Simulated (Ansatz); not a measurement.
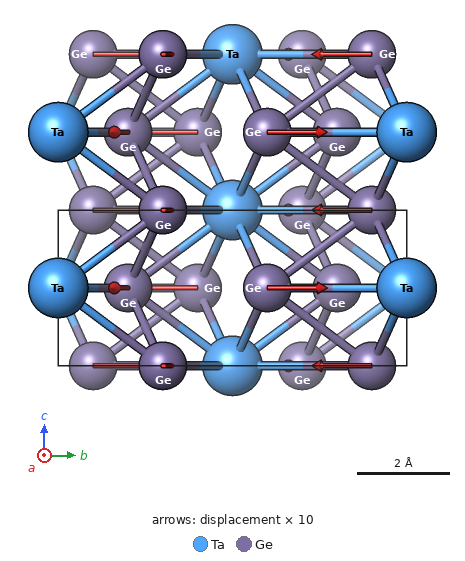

A relaxation of crystalline TaGe$_{4}$ (a generated structure, set up in I4/m) (coarse preliminary run). The starting structure is drawn; red arrows show the displacements (the part carried along by the change of the cell is left out), magnified 10 times.

The picture is a ball-and-stick view of the conventional cell (2 times the calculation's cell), repeated 1 × 1 × 2 with one cell outlined, seen along the a axis. Lengths and directions refer to the drawn axes.

Method: DFT PBE, scalar-relativistic, plane waves, PAW in Ansatz. Settings: plane-wave cutoff 420 eV; k-point mesh 6 × 6 × 6; occupations gaussian; smearing width 0.1 eV; no spin polarisation; cell and atoms relaxed; force threshold 0.04 eV/Å; at most 70 steps.

Atoms of which element are displaced furthest, and by how much?

Answer. Germanium: up to 0.14 Å, against 0.00 Å for tantalum.

What happened in the run?

Answer. The largest moves relative to the cell, 0.14 Å, are those of Ge atoms. Ta stays in place. The drawn cell changes as follows: a = b 7.575 → 6.794 Å (−10.3 %), c 3.388 → 3.751 Å (+10.7 %); the volume changes by −10.9 %. Some distances before and after: Ge–Ta 3.388 → 2.903 Å, Ta–Ta 3.388 → 3.751 Å, Ge–Ge 2.934 → 2.687 Å, Ge–Ta 2.934 → 2.912 Å. Bond angles that change, for instance: Ge–Ge–Ge 70.5° → 88.5°, Ta–Ge–Ta 70.5° → 80.2°, Ta–Ge–Ge 70.5° → 62.3°. The space group stays I4/m (No. 87). After 5 accepted moves (6 points after the start) the energy has fallen by 142 meV per atom. The largest force component goes from 0.46 to 0.02 eV/Å. Pressure: −8.14 GPa at the start and −0.24 GPa at the end. The SCF was repeated once at an unchanged geometry on a basis and grid sized afresh for the cell, which shifted the energy by 0.3 meV per atom at most.
